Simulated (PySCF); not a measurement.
C2HO (charge +1): geometry relaxation (part 3 of 3)

Continued. System: C2HO, charge +1. Method: SVWN5/def2-SVP, RKS (PySCF 2.14.0). The run did not end well. The atoms were displaced at random from an optimised geometry. The geometry is that of the parent species in another charge or spin state.

Geometry of the input (Å):
```
C  -0.5388  0.2277  -0.4312
C  0.3326  -0.4041  0.2576
O  1.0690  -1.0914  0.8640
H  -0.7981  1.2055  -0.6751
```

**The program's output, continued**
```
--------------- SecondOrderRKS_Scanner gradients ---------------
         x                y                z
0 C     0.0013219390     0.0010713614     0.0009986974
1 C    -0.0008241577    -0.0010958229    -0.0007895173
2 O     0.0001921226     0.0002962433     0.0002662271
3 H    -0.0006929413    -0.0002691970    -0.0004744852
----------------------------------------------
cycle 25: E = -150.154087965  dE = -0.0298837  norm(grad) = 0.00271467
Step   24 : Displace = 2.744e-04/3.867e-04 (rms/max) Trust = 2.843e-04 (x) Grad = 1.357e-03/1.973e-03 (rms/max) E (change) = -150.1540879646 (-2.394e-06) Quality = 1.001
Hessian Eigenvalues: 2.29500e-02 5.00000e-02 5.00000e-02 ... 5.05815e-01 6.83008e-01 1.17307e+00

Geometry optimization cycle 26
Cartesian coordinates (Angstrom)
 Atom        New coordinates             dX        dY        dZ
   C  -0.550598   0.219934  -0.440517   -0.000336 -0.000347 -0.000264
   C   0.380102  -0.412597   0.298772    0.000002  0.000236  0.000067
   O   1.077680  -1.130489   0.869760   -0.000035  0.000124 -0.000080
   H  -0.842238   1.260762  -0.712533    0.000374 -0.000017  0.000275

WARN: HOMO -0.5383551810800005 > LUMO -0.5852767172035056 was found in the canonicalized orbitals.

converged SCF energy = -150.124174986045
--------------- SecondOrderRKS_Scanner gradients ---------------
         x                y                z
0 C    -0.0615618613    -0.0262956336    -0.0454052165
1 C     0.0521286410     0.0156742529     0.0385353255
2 O    -0.0153172963     0.0010316370    -0.0115205760
3 H     0.0247474511     0.0095924907     0.0183911516
----------------------------------------------
cycle 26: E = -150.124174986  dE = 0.029913  norm(grad) = 0.111365
Step   25 : Displace = 3.882e-04/5.514e-04 (rms/max) Trust = 4.021e-04 (+) Grad = 5.568e-02/8.089e-02 (rms/max) E (change) = -150.1241749860 (+2.991e-02) Quality = -9022.652
Rejecting step - quality is lower than -1.0
Hessian Eigenvalues: 2.29500e-02 5.00000e-02 5.00000e-02 ... 5.05815e-01 6.83008e-01 1.17307e+00

Geometry optimization cycle 27
Cartesian coordinates (Angstrom)
 Atom        New coordinates             dX        dY        dZ
   C  -0.550423   0.220115  -0.440380    0.000175  0.000181  0.000137
   C   0.380102  -0.412717   0.298738   -0.000000 -0.000120 -0.000034
   O   1.077698  -1.130554   0.869801    0.000017 -0.000065  0.000041
   H  -0.842432   1.260769  -0.712676   -0.000194  0.000007 -0.000143

WARN: HOMO -0.5488964835881842 > LUMO -0.566776856227696 was found in the canonicalized orbitals.

converged SCF energy = -150.15408957353
--------------- SecondOrderRKS_Scanner gradients ---------------
         x                y                z
0 C     0.0013115667     0.0010688390     0.0009903594
1 C    -0.0008171545    -0.0010764269    -0.0007815994
2 O     0.0001881507     0.0002887034     0.0002613944
3 H    -0.0006856024    -0.0002785314    -0.0004692169
----------------------------------------------
cycle 27: E = -150.154089574  dE = -0.0299146  norm(grad) = 0.00268991
Step   26 : Displace = 1.870e-04/2.648e-04 (rms/max) Trust = 1.941e-04 (x) Grad = 1.345e-03/1.960e-03 (rms/max) E (change) = -150.1540895735 (-1.609e-06) Quality = 1.001
Hessian Eigenvalues: 2.27756e-02 5.00000e-02 5.00000e-02 ... 5.05702e-01 6.84051e-01 1.17308e+00

Geometry optimization cycle 28
Cartesian coordinates (Angstrom)
 Atom        New coordinates             dX        dY        dZ
   C  -0.550653   0.219878  -0.440560   -0.000230 -0.000237 -0.000180
   C   0.380103  -0.412558   0.298783    0.000001  0.000159  0.000045
   O   1.077674  -1.130469   0.869747   -0.000023  0.000085 -0.000054
   H  -0.842176   1.260759  -0.712488    0.000256 -0.000010  0.000188

WARN: HOMO -0.5383520901971162 > LUMO -0.5852869806330444 was found in the canonicalized orbitals.

converged SCF energy = -150.12415521774
--------------- SecondOrderRKS_Scanner gradients ---------------
         x                y                z
0 C    -0.0615891008    -0.0262976329    -0.0454290447
1 C     0.0521535402     0.0156792442     0.0385580558
2 O    -0.0153254563     0.0010336085    -0.0115284412
3 H     0.0247579505     0.0095875270     0.0184001198
----------------------------------------------
cycle 28: E = -150.124155218  dE = 0.0299344  norm(grad) = 0.111416
Step   27 : Displace = 2.647e-04/3.766e-04 (rms/max) Trust = 2.745e-04 (+) Grad = 5.571e-02/8.092e-02 (rms/max) E (change) = -150.1241552177 (+2.993e-02) Quality = -13342.166
Rejecting step - quality is lower than -1.0
Hessian Eigenvalues: 2.27756e-02 5.00000e-02 5.00000e-02 ... 5.05702e-01 6.84051e-01 1.17308e+00

Geometry optimization cycle 29
Cartesian coordinates (Angstrom)
 Atom        New coordinates             dX        dY        dZ
   C  -0.550533   0.220001  -0.440467    0.000119  0.000123  0.000094
   C   0.380103  -0.412640   0.298760   -0.000000 -0.000082 -0.000023
   O   1.077686  -1.130514   0.869775    0.000012 -0.000045  0.000028
   H  -0.842309   1.260763  -0.712585   -0.000133  0.000005 -0.000098

WARN: HOMO -0.5489053961904894 > LUMO -0.5667727546219772 was found in the canonicalized orbitals.

converged SCF energy = -150.1540906594
--------------- SecondOrderRKS_Scanner gradients ---------------
         x                y                z
0 C     0.0013044455     0.0010668209     0.0009846514
1 C    -0.0008122291    -0.0010636367    -0.0007760837
2 O     0.0001855119     0.0002836958     0.0002581577
3 H    -0.0006807692    -0.0002842961    -0.0004657775
----------------------------------------------
cycle 29: E = -150.154090659  dE = -0.0299354  norm(grad) = 0.00267308
Step   28 : Displace = 1.274e-04/1.809e-04 (rms/max) Trust = 1.323e-04 (x) Grad = 1.337e-03/1.952e-03 (rms/max) E (change) = -150.1540906594 (-1.086e-06) Quality = 1.001
Hessian Eigenvalues: 2.26765e-02 5.00000e-02 5.00000e-02 ... 5.05636e-01 6.84675e-01 1.17308e+00

Geometry optimization cycle 30
Cartesian coordinates (Angstrom)
 Atom        New coordinates             dX        dY        dZ
   C  -0.550690   0.219839  -0.440590   -0.000157 -0.000162 -0.000123
   C   0.380103  -0.412532   0.298791    0.000000  0.000108  0.000030
   O   1.077670  -1.130455   0.869738   -0.000016  0.000058 -0.000037
   H  -0.842135   1.260757  -0.712457    0.000174 -0.000007  0.000128

WARN: HOMO -0.538349802660976 > LUMO -0.5852937006227996 was found in the canonicalized orbitals.

SCF not converged.
SCF energy = -150.124141816051
--------------- SecondOrderRKS_Scanner gradients ---------------
         x                y                z
0 C    -0.0616103452    -0.0262984560    -0.0454412113
1 C     0.0521719397     0.0156821479     0.0385708176
2 O    -0.0153312804     0.0010348682    -0.0115332233
3 H     0.0247666191     0.0095841864     0.0184043101
----------------------------------------------
cycle 30: E = -150.124141816  dE = 0.0299488  norm(grad) = 0.11145
```

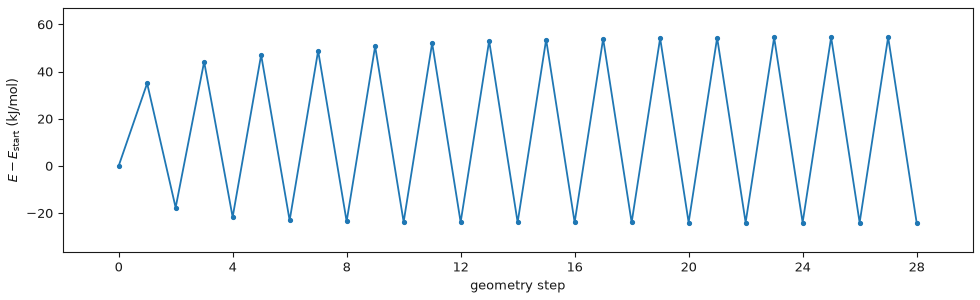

Figure 1. Progress of the relaxation, step by step (steps are counted from 0).

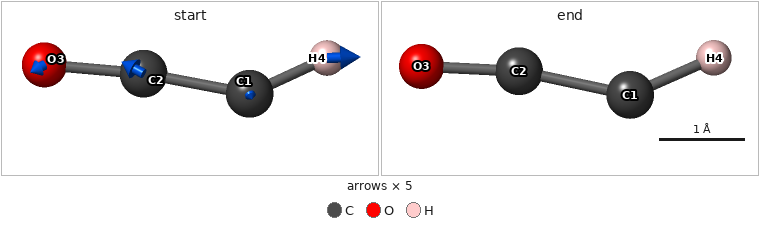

Figure 2. Before (left) and after (right) the relaxation, at one scale (ball-and-stick view, seen at a tilt). The blue arrows give the displacements, magnified 5 times. The relaxation stopped without meeting its thresholds, so the last structure isn't shown to be converged. H4 moves most after the best rigid fit: 0.080 Å. Largest moves by element: H 0.080 Å, C 0.063 Å, O 0.040 Å. Distances before and after: C1–H4 1.041 → 1.115 Å, C1–C2 1.278 → 1.346 Å, C2–O3 1.176 → 1.152 Å. Among the angles that change: C1–C2–O3 173.8° → 169.5°. Over 28 geometry steps the energy falls by 24.0 kJ/mol. The largest force component goes from 3.7 to 0.067 eV/Å. (Atoms are counted from 1 in the order of the input.)

```
RuntimeError: Nuclear gradients of <pyscf.scf.hf.SecondOrderRKS_Scanner object> not converged
```

**Trajectory as extended XYZ (Å, eV, eV/Å), 29 frames, from step=0 to step=28**
```
4
Properties=species:S:1:pos:R:3:forces:R:3 step=0 energy=-4085.65233
C    -0.5388    0.2277   -0.4312   -1.5841  -0.6292  -1.1711
C     0.3326   -0.4041    0.2576    3.6682  -2.9127   2.9684
O     1.0690   -1.0914    0.8640   -1.1216   0.8984  -0.9339
H    -0.7981    1.2055   -0.6751   -0.9625   2.6434  -0.8632
4
Properties=species:S:1:pos:R:3:forces:R:3 step=1 energy=-4085.28933
C    -0.5298    0.2405   -0.4245    2.4428   1.3882   1.7351
C     0.3729   -0.4280    0.2901   -1.5805  -1.2242  -1.0552
O     1.0831   -1.1347    0.8764    0.2244   0.3555   0.1119
H    -0.8613    1.2599   -0.7264   -1.0865  -0.5196  -0.7917
4
Properties=species:S:1:pos:R:3:forces:R:3 step=2 energy=-4085.83529
C    -0.5409    0.2306   -0.4329   -0.6570  -0.4684  -0.4777
C     0.3521   -0.4189    0.2735    1.7779  -1.2477   1.4474
O     1.0770   -1.1082    0.8707   -0.6655   0.4621  -0.5568
H    -0.8234    1.2342   -0.6959   -0.4554   1.2540  -0.4127
4
Properties=species:S:1:pos:R:3:forces:R:3 step=3 energy=-4085.19434
C    -0.5406    0.2298   -0.4325    2.7744   1.2463   2.0074
C     0.3740   -0.4220    0.2917   -2.2852  -0.8241  -1.6353
O     1.0784   -1.1262    0.8717    0.7639  -0.1080   0.5595
H    -0.8469    1.2560   -0.7153   -1.2530  -0.3143  -0.9315
4
Properties=species:S:1:pos:R:3:forces:R:3 step=4 energy=-4085.87705
C    -0.5418    0.2307   -0.4336   -0.3505  -0.3855  -0.2501
C     0.3623   -0.4235    0.2819    0.8580  -0.4348   0.7024
O     1.0784   -1.1154    0.8718   -0.2655   0.0958  -0.2269
H    -0.8341    1.2460   -0.7047   -0.2420   0.7244  -0.2252
4
Properties=species:S:1:pos:R:3:forces:R:3 step=5 energy=-4085.16450
C    -0.5438    0.2275   -0.4351    2.9412   1.2708   2.1400
C     0.3765   -0.4212    0.2943   -2.4969  -0.7270  -1.8102
O     1.0786   -1.1287    0.8720    0.7874  -0.1119   0.5815
H    -0.8464    1.2601   -0.7156   -1.2316  -0.4320  -0.9112
4
Properties=species:S:1:pos:R:3:forces:R:3 step=6 energy=-4085.89150
C    -0.5427    0.2300   -0.4343   -0.1828  -0.2920  -0.1279
C     0.3694   -0.4245    0.2880    0.3773  -0.0384   0.3139
O     1.0794   -1.1217    0.8726   -0.0926  -0.0482  -0.0844
H    -0.8413    1.2539   -0.7108   -0.1019   0.3785  -0.1015
4
Properties=species:S:1:pos:R:3:forces:R:3 step=7 energy=-4085.14630
C    -0.5454    0.2257   -0.4363    3.0112   1.3173   2.1967
C     0.3785   -0.4193    0.2961   -2.5654  -0.7305  -1.8695
O     1.0790   -1.1302    0.8719    0.7735  -0.0826   0.5723
H    -0.8472    1.2614   -0.7161   -1.2191  -0.5044  -0.8995
4
Properties=species:S:1:pos:R:3:forces:R:3 step=8 energy=-4085.89601
C    -0.5436    0.2289   -0.4350   -0.1138  -0.2080  -0.0798
C     0.3738   -0.4232    0.2918    0.1847   0.0895   0.1588
O     1.0797   -1.1260    0.8727   -0.0449  -0.0689  -0.0451
H    -0.8451    1.2581   -0.7140   -0.0258   0.1872  -0.0338
4
Properties=species:S:1:pos:R:3:forces:R:3 step=9 energy=-4085.12638
C    -0.5468    0.2238   -0.4374    3.0667   1.3644   2.2437
C     0.3800   -0.4169    0.2978   -2.6284  -0.7403  -1.9261
O     1.0787   -1.1316    0.8713    0.7792  -0.0714   0.5797
H    -0.8469    1.2622   -0.7161   -1.2174  -0.5528  -0.8973
4
Properties=species:S:1:pos:R:3:forces:R:3 step=10 energy=-4085.89822
C    -0.5448    0.2269   -0.4359   -0.0859  -0.1253  -0.0626
C     0.3772   -0.4203    0.2949    0.0868   0.1212   0.0798
O     1.0793   -1.1293    0.8722   -0.0229  -0.0586  -0.0268
H    -0.8469    1.2604   -0.7157    0.0221   0.0626   0.0096
4
Properties=species:S:1:pos:R:3:forces:R:3 step=11 energy=-4085.11244
C    -0.5479    0.2225   -0.4384    3.1014   1.3757   2.2756
C     0.3806   -0.4150    0.2985   -2.6512  -0.7640  -1.9497
O     1.0783   -1.1319    0.8707    0.7794  -0.0604   0.5821
H    -0.8459    1.2620   -0.7153   -1.2295  -0.5513  -0.9080
4
Properties=species:S:1:pos:R:3:forces:R:3 step=12 energy=-4085.89933
C    -0.5462    0.2249   -0.4371   -0.0777  -0.0785  -0.0584
C     0.3790   -0.4175    0.2969    0.0523   0.1079   0.0514
O     1.0788   -1.1308    0.8714   -0.0147  -0.0419  -0.0196
H    -0.8466    1.2612   -0.7157    0.0403   0.0123   0.0266
4
Properties=species:S:1:pos:R:3:forces:R:3 step=13 energy=-4085.10269
C    -0.5489    0.2216   -0.4391    3.1248   1.3685   2.2977
C     0.3805   -0.4139    0.2987   -2.6576  -0.7865  -1.9584
O     1.0779   -1.1315    0.8703    0.7791  -0.0534   0.5834
H    -0.8447    1.2615   -0.7144   -1.2462  -0.5288  -0.9227
4
Properties=species:S:1:pos:R:3:forces:R:3 step=14 energy=-4085.89996
C    -0.5475    0.2233   -0.4381   -0.0747  -0.0605  -0.0567
C     0.3797   -0.4156    0.2978    0.0444   0.0877   0.0442
O     1.0783   -1.1312    0.8708   -0.0126  -0.0291  -0.0173
H    -0.8456    1.2612   -0.7150    0.0431   0.0018   0.0298
4
Properties=species:S:1:pos:R:3:forces:R:3 step=15 energy=-4085.09700
C    -0.5495    0.2210   -0.4397    3.1389   1.3582   2.3111
C     0.3803   -0.4133    0.2987   -2.6604  -0.7987  -1.9626
O     1.0778   -1.1311    0.8700    0.7801  -0.0511   0.5851
H    -0.8436    1.2610   -0.7136   -1.2585  -0.5085  -0.9336
4
Properties=species:S:1:pos:R:3:forces:R:3 step=16 energy=-4085.90034
C    -0.5485    0.2222   -0.4389   -0.0728  -0.0560  -0.0553
C     0.3800   -0.4144    0.2982    0.0440   0.0730   0.0432
O     1.0780   -1.1312    0.8704   -0.0120  -0.0219  -0.0163
H    -0.8446    1.2610   -0.7143    0.0410   0.0048   0.0284
4
Properties=species:S:1:pos:R:3:forces:R:3 step=17 energy=-4085.09327
C    -0.5499    0.2206   -0.4400    3.1487   1.3532   2.3200
C     0.3801   -0.4130    0.2987   -2.6657  -0.8030  -1.9680
O     1.0777   -1.1308    0.8699    0.7825  -0.0515   0.5874
H    -0.8430    1.2608   -0.7131   -1.2652  -0.4988  -0.9394
4
Properties=species:S:1:pos:R:3:forces:R:3 step=18 energy=-4085.90057
C    -0.5492    0.2214   -0.4394   -0.0712  -0.0554  -0.0540
C     0.3801   -0.4137    0.2985    0.0440   0.0648   0.0427
O     1.0779   -1.1310    0.8701   -0.0113  -0.0185  -0.0154
H    -0.8438    1.2609   -0.7137    0.0387   0.0090   0.0267
4
Properties=species:S:1:pos:R:3:forces:R:3 step=19 energy=-4085.09066
C    -0.5502    0.2203   -0.4402    3.1557   1.3520   2.3261
C     0.3801   -0.4129    0.2987   -2.6715  -0.8044  -1.9733
O     1.0777   -1.1306    0.8699    0.7846  -0.0522   0.5895
H    -0.8427    1.2608   -0.7129   -1.2686  -0.4955  -0.9424
4
Properties=species:S:1:pos:R:3:forces:R:3 step=20 energy=-4085.90072
C    -0.5497    0.2209   -0.4398   -0.0698  -0.0554  -0.0529
C     0.3801   -0.4133    0.2986    0.0435   0.0604   0.0419
O     1.0778   -1.1308    0.8700   -0.0106  -0.0168  -0.0146
H    -0.8433    1.2608   -0.7133    0.0371   0.0116   0.0255
4
Properties=species:S:1:pos:R:3:forces:R:3 step=21 energy=-4085.08889
C    -0.5504    0.2201   -0.4404    3.1604   1.3519   2.3303
C     0.3801   -0.4127    0.2987   -2.6758  -0.8051  -1.9772
O     1.0777   -1.1306    0.8698    0.7861  -0.0526   0.5909
H    -0.8425    1.2608   -0.7127   -1.2706  -0.4943  -0.9440
4
Properties=species:S:1:pos:R:3:forces:R:3 step=22 energy=-4085.90082
C    -0.5500    0.2205   -0.4401   -0.0687  -0.0552  -0.0520
C     0.3801   -0.4130    0.2987    0.0429   0.0579   0.0412
O     1.0777   -1.1307    0.8699   -0.0102  -0.0158  -0.0141
H    -0.8429    1.2608   -0.7130    0.0362   0.0130   0.0248
4
Properties=species:S:1:pos:R:3:forces:R:3 step=23 energy=-4085.08771
C    -0.5505    0.2200   -0.4405    3.1635   1.3520   2.3330
C     0.3801   -0.4127    0.2988   -2.6786  -0.8056  -1.9798
O     1.0777   -1.1305    0.8698    0.7870  -0.0529   0.5918
H    -0.8423    1.2608   -0.7126   -1.2718  -0.4936  -0.9450
4
Properties=species:S:1:pos:R:3:forces:R:3 step=24 energy=-4085.90088
C    -0.5503    0.2203   -0.4403   -0.0680  -0.0551  -0.0514
C     0.3801   -0.4128    0.2987    0.0424   0.0563   0.0406
O     1.0777   -1.1306    0.8698   -0.0099  -0.0152  -0.0137
H    -0.8426    1.2608   -0.7128    0.0356   0.0138   0.0244
4
Properties=species:S:1:pos:R:3:forces:R:3 step=25 energy=-4085.08691
C    -0.5506    0.2199   -0.4405    3.1656   1.3522   2.3348
C     0.3801   -0.4126    0.2988   -2.6806  -0.8060  -1.9816
O     1.0777   -1.1305    0.8698    0.7876  -0.0530   0.5924
H    -0.8422    1.2608   -0.7125   -1.2726  -0.4933  -0.9457
4
Properties=species:S:1:pos:R:3:forces:R:3 step=26 energy=-4085.90093
C    -0.5504    0.2201   -0.4404   -0.0674  -0.0550  -0.0509
C     0.3801   -0.4127    0.2987    0.0420   0.0554   0.0402
O     1.0777   -1.1306    0.8698   -0.0097  -0.0148  -0.0134
H    -0.8424    1.2608   -0.7127    0.0353   0.0143   0.0241
4
Properties=species:S:1:pos:R:3:forces:R:3 step=27 energy=-4085.08637
C    -0.5507    0.2199   -0.4406    3.1670   1.3523   2.3361
C     0.3801   -0.4126    0.2988   -2.6818  -0.8063  -1.9827
O     1.0777   -1.1305    0.8697    0.7881  -0.0532   0.5928
H    -0.8422    1.2608   -0.7125   -1.2731  -0.4930  -0.9462
4
Properties=species:S:1:pos:R:3:forces:R:3 step=28 energy=-4085.90096
C    -0.5505    0.2200   -0.4405   -0.0671  -0.0549  -0.0506
C     0.3801   -0.4126    0.2988    0.0418   0.0547   0.0399
O     1.0777   -1.1305    0.8698   -0.0095  -0.0146  -0.0133
H    -0.8423    1.2608   -0.7126    0.0350   0.0146   0.0240
```

**What the run reported**

```csv
quantity,value
outcome,not converged
basis functions,47
wall time,2.7 min
peak memory,0.28 GiB
```

**Diagnosis**

The run did not converge: “RuntimeError” Its last values are not results.
